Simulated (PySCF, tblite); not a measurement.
# C4H9NOSi2: geometry, infrared bands and NMR shifts

What infrared bands and NMR shifts should C4H9NOSi2 (`O=CC#CCN([SiH3])[SiH3]`) show?

Programs: tblite 0.8.0 and PySCF 2.14.0, with density-fitted response routines of our own. Each step states its level of theory. These are calculated values for one molecule in the gas phase, unless marked as measured. Atoms are numbered from 0 throughout.

## 1. Starting geometry

17 atoms, charge 0, multiplicity 1; geometry from: force field or distance geometry start.

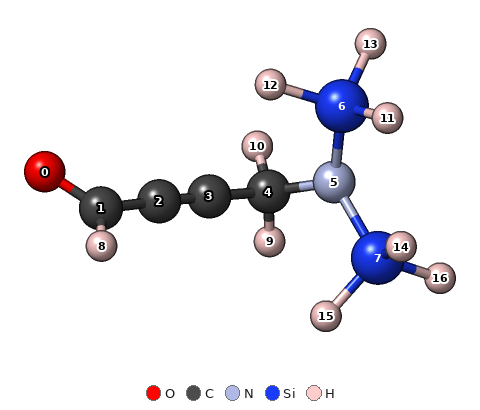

The starting geometry (oxygen red, carbon dark grey, nitrogen light blue, silicon blue, hydrogen pink), atoms numbered; sticks join atoms by distance.

## 2. Relaxing the molecule with GFN2-xTB

Job settings and geometry (Å):

```
{"job": {"kind": "relax", "xc": "GFN2-xTB", "basis": "xTB"}, "charge": 0, "multiplicity": 1}
O      4.425500     0.272700     0.662700
C      3.505900    -0.046900    -0.156500
C      2.159600    -0.313300     0.288200
C      1.013700    -0.535600     0.625300
C     -0.357400    -0.852400     1.063100
N     -1.311800    -0.118400     0.292300
Si    -1.208200     1.630500     0.363000
Si    -1.829800    -0.823400    -1.208200
H      3.806700    -0.134200    -1.192900
H     -0.511400    -1.938700     0.923300
H     -0.425200    -0.586600     2.124300
H     -1.626100     2.255100    -0.886000
H      0.178500     2.000400     0.686300
H     -2.026300     2.225400     1.451000
H     -1.797900     0.222200    -2.246200
H     -0.834600    -1.840300    -1.592200
H     -3.168400    -1.404500    -1.207300
```

Run with:

```sh
OMP_NUM_THREADS=1 python probes_run.py task.json out
```

The driver reads the jobs from task.json and runs them one after another.

The program printed:

```text
step      E/eV     max force
  0    -640.53880    4.451
  1    -640.65940    4.407
  2    -640.77783    0.665
  3    -640.80530    0.582
  4    -640.83755    2.267
  5    -640.87491    0.993
  6    -640.88817    0.507
  7    -640.90737    0.256
  8    -640.92539    0.462
  9    -640.94484    0.503
 10    -640.96355    0.380
 11    -640.97755    0.283
 12    -640.98925    0.274
 13    -641.00166    0.310
 14    -641.01682    0.264
 15    -641.02825    0.201
 16    -641.03294    0.152
 17    -641.03518    0.104
 18    -641.03688    0.106
 19    -641.03868    0.088
 20    -641.04038    0.094
 21    -641.04168    0.081
 22    -641.04260    0.075
 23    -641.04325    0.065
 24    -641.04378    0.052
 25    -641.04427    0.054
 26    -641.04472    0.056
 27    -641.04514    0.047
 28    -641.04554    0.056
 29    -641.04596    0.065
 30    -641.04642    0.054
 31    -641.04687    0.050
 32    -641.04730    0.053
 33    -641.04774    0.058
 34    -641.04820    0.068
 35    -641.04869    0.059
 36    -641.04915    0.051
 37    -641.04962    0.067
 38    -641.05028    0.092
 39    -641.05132    0.102
 40    -641.05261    0.087
 41    -641.05357    0.069
 42    -641.05415    0.064
 43    -641.05459    0.062
 44    -641.05515    0.068
 45    -641.05608    0.095
 46    -641.05742    0.119
 47    -641.05903    0.124
 48    -641.06076    0.115
 49    -641.06238    0.101
 50    -641.06359    0.078
 51    -641.06433    0.056
 52    -641.06461    0.222
 53    -641.06530    0.078
 54    -641.06590    0.064
 55    -641.06709    0.131
 56    -641.06776    0.134
 57    -641.06875    0.109
 58    -641.06955    0.080
 59    -641.07039    0.075
 60    -641.07111    0.064
 61    -641.07188    0.081
 62    -641.07273    0.153
 63    -641.07229    0.269
 64    -641.07415    0.106
 65    -641.07467    0.080
 66    -641.07578    0.054
 67    -641.07613    0.061
 68    -641.07670    0.105
 69    -641.07714    0.064
 70    -641.07789    0.061
 71    -641.07860    0.078
 72    -641.07939    0.081
 73    -641.08003    0.058
 74    -641.08068    0.083
 75    -641.08130    0.099
 76    -641.08197    0.084
 77    -641.08256    0.064
 78    -641.08285    0.042
 79    -641.08321    0.054
 80    -641.08371    0.073
 81    -641.08456    0.092
 82    -641.08568    0.091
 83    -641.08686    0.114
 84    -641.08799    0.119
 85    -641.08794    0.389
 86    -641.09008    0.083
 87    -641.09097    0.062
 88    -641.09235    0.071
 89    -641.09303    0.097
 90    -641.09395    0.098
 91    -641.09525    0.112
 92    -641.09757    0.082
 93    -641.09874    0.129
 94    -641.10025    0.082
 95    -641.10146    0.127
 96    -641.10261    0.079
 97    -641.10350    0.084
 98    -641.10501    0.095
 99    -641.10629    0.102
100    -641.10835    0.113
101    -641.11008    0.087
102    -641.11112    0.085
103    -641.11138    0.182
104    -641.11210    0.064
105    -641.11262    0.046
106    -641.11371    0.070
107    -641.11447    0.074
108    -641.11495    0.088
109    -641.11519    0.065
110    -641.11528    0.021
111    -641.11535    0.018
112    -641.11545    0.017
113    -641.11551    0.021
114    -641.11556    0.023
115    -641.11562    0.026
116    -641.11569    0.033
117    -641.11577    0.036
118    -641.11587    0.040
119    -641.11595    0.034
120    -641.11601    0.026
121    -641.11606    0.019
122    -641.11611    0.016
123    -641.11617    0.015
124    -641.11623    0.024
125    -641.11632    0.027
126    -641.11644    0.034
127    -641.11658    0.035
128    -641.11672    0.026
129    -641.11681    0.031
130    -641.11686    0.020
131    -641.11690    0.014
132    -641.11693    0.011
133    -641.11695    0.009
```

Run time: 1.8 s. Hardware: 1 thread of Arm Neoverse N1, shared host; peak memory 0.18 GiB.

The steps of the relaxation: (not every step is listed)

```csv
step,energy from step 0 (eV),largest force (eV/Å)
0,0.0000,4.4508
1,-0.1206,4.4070
2,-0.2390,0.6653
3,-0.2665,0.5821
4,-0.2987,2.2670
5,-0.3361,0.9925
6,-0.3494,0.5072
7,-0.3686,0.2558
8,-0.3866,0.4621
20,-0.5016,0.0938
32,-0.5085,0.0530
44,-0.5163,0.0680
56,-0.5290,0.1340
68,-0.5379,0.1050
80,-0.5449,0.0730
92,-0.5588,0.0824
104,-0.5733,0.0636
116,-0.5769,0.0333
128,-0.5779,0.0262
129,-0.5780,0.0308
130,-0.5781,0.0198
131,-0.5781,0.0142
132,-0.5781,0.0106
133,-0.5781,0.0093
```

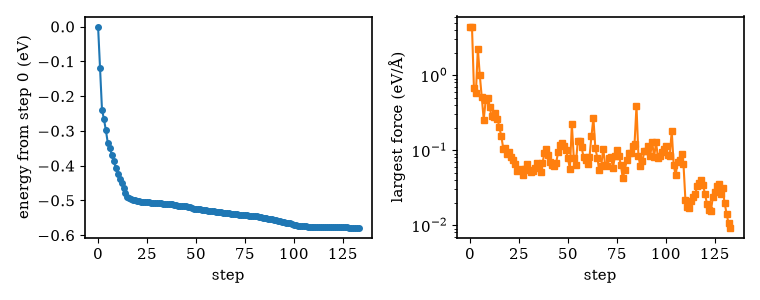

Energy and largest force along the relaxation.

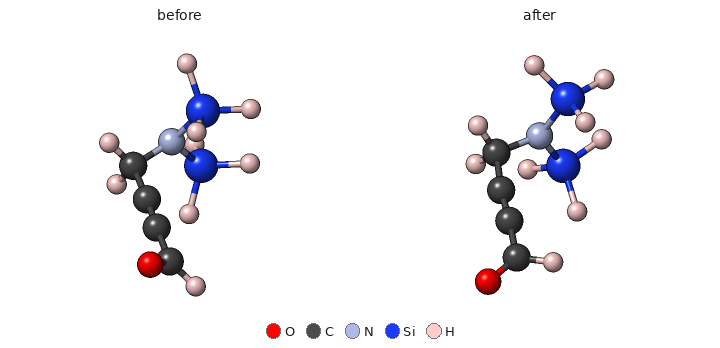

Before and after, at one scale.

Distances of close pairs at the start and the end, largest changes first:

```csv
bond,before (Å),after (Å),change (Å)
O0–C1,1.272,1.203,-0.069
C3–C4,1.474,1.446,-0.028
C1–H8,1.083,1.110,+0.028
C4–N5,1.430,1.451,+0.022
Si6–H13,1.486,1.467,-0.019
C1–C2,1.443,1.424,-0.019
Si7–H14,1.474,1.456,-0.018
N5–Si6,1.753,1.739,-0.014
```

The next job starts from the end point, and lists it.

## 3. Vibrational analysis with GFN2-xTB

Job settings and geometry (Å):

```
{"job": {"kind": "ir", "xc": "GFN2-xTB", "basis": "xTB"}, "charge": 0, "multiplicity": 1}
O      4.446146    -0.964944     0.554778
C      3.533989    -0.384651     0.027114
C      2.162214    -0.470198     0.399166
C      1.014129    -0.577867     0.755714
C     -0.397785    -0.623590     1.063041
N     -1.207883     0.076768     0.083214
Si    -1.301397     1.803767     0.268392
Si    -1.587008    -0.821440    -1.357962
H      3.693820     0.296489    -0.834979
H     -0.704727    -1.674628     1.115364
H     -0.546668    -0.180455     2.054995
H     -2.372289     2.246070    -0.613642
H     -0.027429     2.454530    -0.059544
H     -1.615812     2.035150     1.682213
H     -2.573934    -0.032336    -2.081301
H     -0.389979    -1.068577    -2.170454
H     -2.132383    -2.102057    -0.896020
```

The program printed:

```text
mode    cm-1     km/mol
  1      29.9      4.11
  2      45.0      8.31
  3      59.3      1.03
  4      81.5      1.00
  5      96.7      0.37
  6     131.7      5.96
  7     171.6      4.50
  8     230.2      2.10
  9     236.5      0.20
 10     302.1      0.33
 11     340.2      0.09
 12     465.5      2.50
 13     543.0      0.67
 14     568.7     26.41
 15     573.3     22.27
 16     585.8     68.81
 17     612.6    105.57
 18     651.9     57.89
 19     744.9      0.74
 20     761.6    375.67
 21     774.5     96.37
 22     786.6     41.26
 23     800.1    279.47
 24     805.0    721.53
 25     826.2    185.25
 26     876.8     69.45
 27     905.6     34.55
 28    1027.6    170.76
 29    1120.5    154.27
 30    1185.7     25.14
 31    1215.9     60.91
 32    1295.5      9.42
 33    1358.5     33.22
 34    1427.3     11.95
 35    1741.0    471.89
 36    2205.7      5.28
 37    2215.3    710.07
 38    2227.0    317.43
 39    2232.6     98.43
 40    2308.3     13.65
 41    2315.2    344.39
 42    2325.8    500.19
 43    2732.5    108.35
 44    2896.0     17.85
 45    2914.8     28.49
```

Run time: 1.1 s. Hardware: 1 thread of Arm Neoverse N1, shared host; peak memory 0.18 GiB.

The strongest bands and the atoms that carry them (share of the mass-weighted mode):

```csv
cm⁻¹,km/mol,atoms
762,375.7,"H11 29 %, H14 29 %, H13 15 %, H16 12 %"
800,279.5,"H12 29 %, H15 22 %, H13 21 %, H16 16 %"
805,721.5,"H16 25 %, H15 24 %, H13 19 %, H12 16 %"
1741,471.9,"C1 60 %, O0 39 %"
2215,710.1,"H15 38 %, H12 32 %, H13 13 %, H16 12 %"
2227,317.4,"H13 48 %, H16 29 %, H12 15 %"
2315,344.4,"C3 49 %, C2 48 %"
2326,500.2,"H14 52 %, H11 43 %"
```

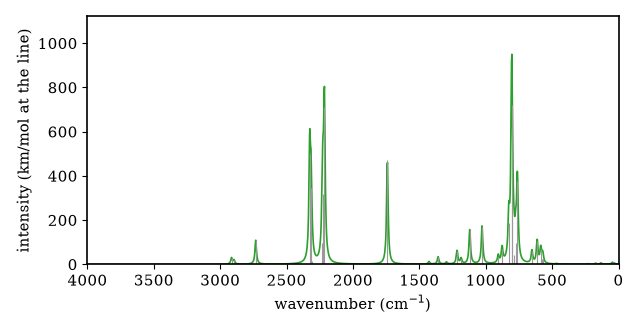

The infrared spectrum from these modes, unscaled. Lines are broadened to a width of 14 cm⁻¹ (Lorentzian).

## 4. Nuclear shieldings: PBE0/pcSseg-1

Same as in step 3 but for these lines:

```diff
@@ -1,2 +1,2 @@
-{"job": {"kind": "ir", "xc": "GFN2-xTB", "basis": "xTB"}, "charge": 0, "multiplicity": 1}
+{"job": {"kind": "nmr", "xc": "PBE0", "basis": "pcSseg-1"}, "charge": 0, "multiplicity": 1}
 O      4.446146    -0.964944     0.554778
```

Level: GIAO PBE0/pcSseg-1 NMR shielding, non-relativistic, gas phase.

The program printed:

```text
coarse grid: 15320 points
cycle   1  E = -865.9021868036  dE =  1.055e+00  |g| = 8.246e-01  |ddm| = 4.052e+00
cycle   2  E = -865.4638261620  dE =  4.384e-01  |g| = 1.684e+00  |ddm| = 3.458e+00
cycle   3  E = -866.0328242555  dE = -5.690e-01  |g| = 1.803e-01  |ddm| = 2.765e+00
cycle   4  E = -866.0388830366  dE = -6.059e-03  |g| = 9.266e-02  |ddm| = 3.259e-01
cycle   5  E = -866.0405621059  dE = -1.679e-03  |g| = 2.858e-02  |ddm| = 1.189e-01
cycle   6  E = -866.0407281106  dE = -1.660e-04  |g| = 1.083e-02  |ddm| = 3.623e-02
cycle   7  E = -866.0407516067  dE = -2.350e-05  |g| = 4.583e-03  |ddm| = 1.039e-02
cycle   8  E = -866.0407560708  dE = -4.464e-06  |g| = 1.174e-03  |ddm| = 4.261e-03
final grid: 139232 points
cycle   9  E = -866.0956328885  dE = -5.833e-06  |g| = 1.179e-02  |ddm| = 4.212e-02
cycle  10  E = -866.0955426255  dE =  9.026e-05  |g| = 2.424e-02  |ddm| = 3.709e-02
cycle  11  E = -866.0956601748  dE = -1.175e-04  |g| = 1.569e-03  |ddm| = 2.574e-02
cycle  12  E = -866.0956606920  dE = -5.171e-07  |g| = 4.375e-04  |ddm| = 1.852e-03
cycle  13  E = -866.0956607247  dE = -3.277e-08  |g| = 1.958e-04  |ddm| = 4.554e-04
cycle  14  E = -866.0956607335  dE = -8.725e-09  |g| = 6.633e-05  |ddm| = 1.875e-04
cycle  15  E = -866.0956607344  dE = -9.391e-10  |g| = 1.784e-05  |ddm| = 7.134e-05
converged SCF energy = -866.0956607344

GIAO shielding tensors (ppm)
atom      isotropic    diamagn.    paramagn.     s11        s22        s33       span
  0 O     -403.350     393.831    -797.180  -1112.910   -501.914    404.776   1517.686
  1 C        6.531     249.113    -242.582    -87.882      3.552    103.923    191.805
  2 C       96.093     261.420    -165.327     16.893     18.542    252.843    235.951
  3 C       83.168     265.459    -182.290     15.541     18.395    215.570    200.028
  4 C      144.314     246.586    -102.272    123.932    134.440    174.569     50.638
  5 N      254.382     329.207     -74.825    227.360    253.675    282.110     54.750
  6 Si     392.430     881.067    -488.637    339.094    367.377    470.821    131.727
  7 Si     393.012     881.087    -488.075    341.455    366.610    470.972    129.517
  8 H       22.101      28.212      -6.112     19.195     21.124     25.983      6.788
  9 H       27.700      30.027      -2.327     22.794     27.064     33.241     10.448
 10 H       27.695      29.967      -2.272     22.833     27.048     33.204     10.371
 11 H       26.985      30.258      -3.274     23.198     25.845     31.911      8.713
 12 H       26.708      30.500      -3.792     23.000     25.242     31.880      8.880
 13 H       27.118      29.877      -2.758     23.782     25.120     32.452      8.670
 14 H       27.005      30.291      -3.287     23.218     25.890     31.906      8.688
 15 H       26.751      30.498      -3.748     23.019     25.389     31.843      8.824
 16 H       27.116      29.861      -2.745     23.716     25.094     32.537      8.821
```

It took 64 s on 1 thread of Arm Neoverse N1, shared host; peak memory 0.86 GiB.

The references, computed at this level on geometries of the same kind, shield at (ppm): 1H TMS 31.72, 13C TMS 186.9, 29Si TMS 349.2, 15N NH3 267.7, 17O H2O 336.1. Their shielding less the atom's gives the shift. The references are single molecules in the gas phase, so shifts against H2O, NH3, PH3, H3PO4 or CFCl3 are not on the usual liquid scales and can be off by tens of ppm. Atoms listed in one row are averaged.

```csv
atoms,environment,σ (ppm),δ (ppm),δ scaled to CDCl3
C1,aldehyde carbonyl carbon,6.5,180.4,174.2
C3,alkyne carbon,83.2,103.8,99.4
C2,alkyne carbon,96.1,90.8,86.7
C4,propargylic sp3 CH2 bonded to N,144.3,42.6,39.7
H8,hydrogen on an aldehyde carbonyl carbon,22.10,9.62,9.17
"H11, H12, H13, H14, H15, H16",hydrogen on a silicon bonded to N,26.95,4.77,–
"H9, H10",hydrogen on a propargylic sp3 CH2 bonded to N,27.70,4.02,3.89
O0,aldehyde oxygen,-403.3,739.4,–
N5,"nitrogen bonded to C, 2 Si",254.4,13.3,–
"Si6, Si7","silicon bonded to N, 3 H",392.7,-43.6,–
```

The scaled column applies a straight-line fit of computed shieldings to shifts measured in CDCl3 (root-mean-square error 0.16 ppm for H, 1.9 ppm for C).

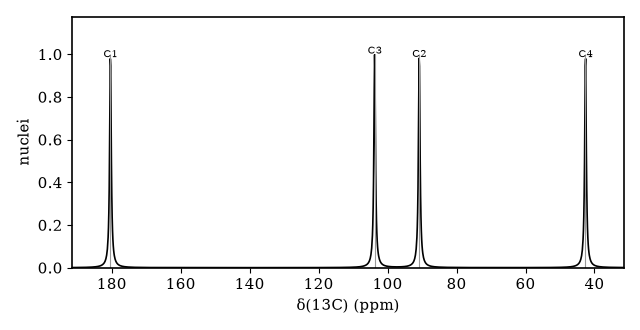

13C lines at the computed shifts, without couplings. Lines are broadened to a width of 0.55 ppm (Lorentzian).

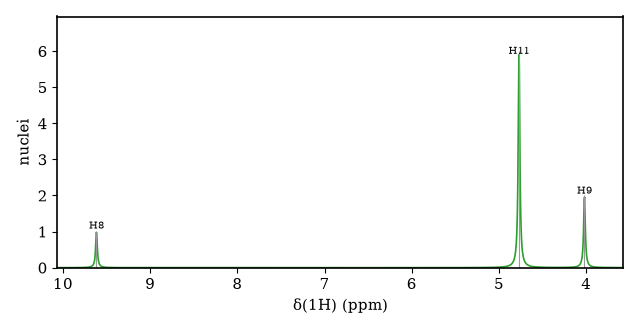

1H lines at the computed shifts, without couplings. Lines are broadened to a width of 0.02 ppm (Lorentzian).

The run also stored atomic charges by several schemes (e):

```csv
atoms,Mulliken,IAO,Hirshfeld,ESP fit
O0,-0.33,-0.37,-0.22,-0.44
C1,0.21,0.24,0.13,0.50
C2,-0.17,-0.11,-0.06,-0.21
C3,0.03,0.00,0.00,0.06
C4,0.03,-0.16,0.00,-0.34
N5,-0.91,-0.77,-0.26,-0.41
"Si6, Si7",0.64,0.74,0.35,0.48
```

IAO charges:

O0 -0.37; C1 0.24; C2 -0.11; C3 0.00; C4 -0.16; N5 -0.77; Si6 0.74; Si7 0.74; H8 0.12; H9 0.17; H10 0.17; H11 -0.12; H12 -0.14; H13 -0.13; H14 -0.12; H15 -0.14; H16 -0.13

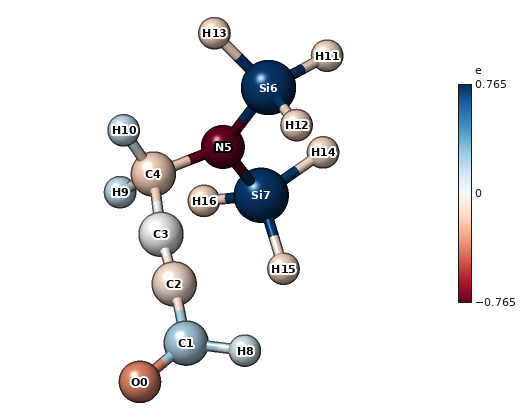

IAO charges, as colours on the atoms.

Mayer bond orders: O0–C1 1.98, C1–C2 1.10, C2–C3 2.41, C3–C4 1.07, C4–N5 0.96, N5–Si6 0.91, N5–Si7 0.91.

## 5. Summary of results

| quantity | value |
| --- | --- |
| strongest single infrared mode (GFN2-xTB) | 805 cm⁻¹, 722 km/mol |
| zero-point energy (GFN2-xTB) | 68.3 kcal/mol |
| 13C shifts against TMS (PBE0/pcSseg-1) | 180.4, 103.8, 90.8, 42.6 ppm |
| 1H shifts against TMS (PBE0/pcSseg-1, means over atoms taken as alike) | 9.62, 4.77, 4.02 ppm |
| 17O shifts against H2O (PBE0/pcSseg-1) | 739.4 ppm |
| 15N shifts against NH3 (PBE0/pcSseg-1) | 13.3 ppm |
| 29Si shifts against TMS (PBE0/pcSseg-1, means over atoms taken as alike) | -43.6 ppm |

**Reading.** Over 133 steps the energy fell by 0.578 eV; of the close pairs, O0–C1 changed most, 1.272 to 1.203 Å. No mode is imaginary among the 45: a minimum at this level. The strongest single mode, at 805 cm⁻¹, is spread over several atoms, H16, H15, H13, H12 among them. Unscaled tight-binding wavenumbers are off by several per cent, some by more. Its intensities can rank the bands wrongly. C1 (aldehyde carbonyl carbon) lies farthest downfield among carbon, at 180.4 ppm; the double bond to the heteroatom, with no lone-pair donor beside it, deshields it most. The most deshielded hydrogen is H8 (hydrogen on an aldehyde carbonyl carbon), at 9.62 ppm: the formyl region, downfield of aromatic protons. At PBE0/pcSseg-1: The widest tensor belongs to O0: span 1518 ppm, with a paramagnetic part of -797 ppm.
